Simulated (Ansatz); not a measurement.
Consider IrRh2.

Input

```
crystal:
  lattice:
    - [2.7172591595, 0.0, 0.0]
    - [-1.3586295798, 2.3532154608, 0.0]
    - [0.0, 0.0, 6.6579414613]
  atoms:
    - { symbol: Ir, position: [0.0, 0.0, 0.5] }
    - { symbol: Rh, position: [0.6666666667, 0.3333333333, 0.8323306966] }
    - { symbol: Rh, position: [0.3333333333, 0.6666666667, 0.1676693034] }
basis:
  ecutwfc: 420
kpoints:
  mp_grid: { grid: [18, 18, 8] }
  band_path:
    path:
      - [[0.0, 0.0, 0.0], [0.5, 0.0, 0.0], [0.33333333, 0.33333333, 0.0], [0.0, 0.0, 0.0], [0.0, 0.0, 0.5], [0.5, 0.0, 0.5], [0.33333333, 0.33333333, 0.5], [0.0, 0.0, 0.5]]
      - [[0.5, 0.0, 0.5], [0.5, 0.0, 0.0]]
      - [[0.33333333, 0.33333333, 0.5], [0.33333333, 0.33333333, 0.0]]
    npoints: 14
hamiltonian:
  xc: lda
scf:
  occupations: { method: gaussian, width: 0.1 }
  n_extra_bands: 7
output:
  forces: true
  stress: true
  eigenvalues: true
  populations: true
  dos: { projected: true, de: 0.02, nscf_kmesh: { grid: [22, 22, 10] } }
  bader: true
  write_density: true
  write_potential: true
  elf: true
  volumetric_format: npy
```

Command:

```sh
ansatz run input.yaml --threads 1 --pin off --max-ram 2560MiB --backend cpu --events-out ev --progress --plain --runs-dir out
```

Below, planes, directions and counts refer to the conventional cell (a = 2.72 Å, b = 2.72 Å, c = 6.66 Å, α = 90.00°, β = 90.00°, γ = 120.00°).

Space group P-3m1; a structure generated by program, which may or may not match a known phase; computed pressure about −17 GPa in this cell; computed without spin polarisation.

Level of theory: DFT LDA, scalar-relativistic, plane waves, PAW in Ansatz.

Predict the valence pseudo-density and electron localisation function between the atoms.

Answer. Ir–Rh (2.71 Å): ρ at the midpoint is about 0.4 e/Å³; the ELF is about 0.30 at the midpoint.
Rh–Rh (2.72 Å): ρ is about 0.35 e/Å³ halfway; the ELF is about 0.25 at the midpoint: no localised pair shows between them.
Ir–Ir (2.72 Å): the density is about 0.44 e/Å³ at the midpoint; the ELF is about 0.35 at the midpoint.
Bader's partition of the density gives Ir −0.05 and Rh +0.03 e.

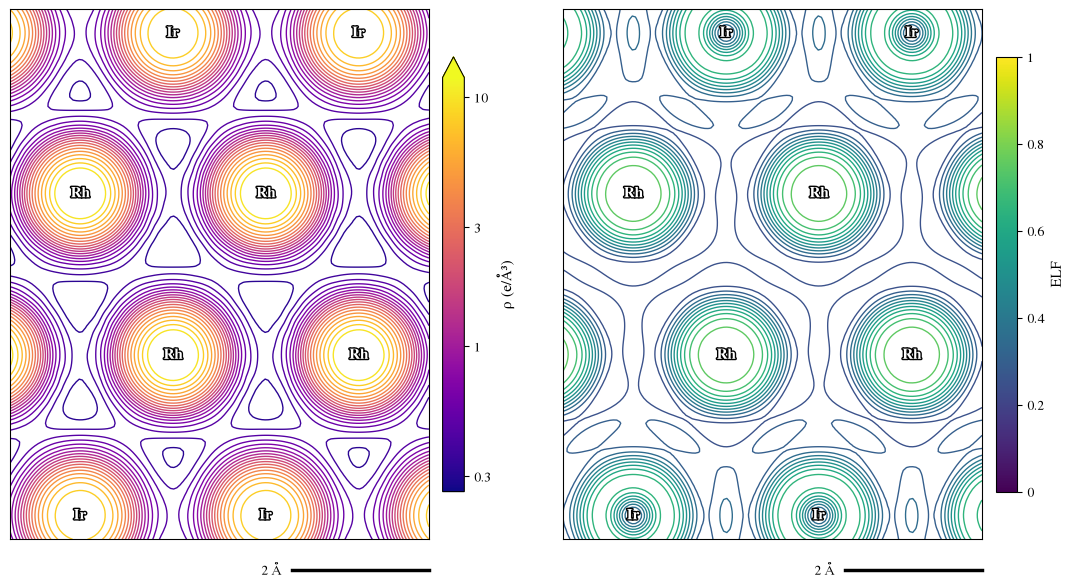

Computed valence pseudo-density and electron localisation function on the (101) plane of the conventional cell, in this order. 

Core electrons are frozen (PAW), and the valence fields are smoothed inside the atomic spheres.
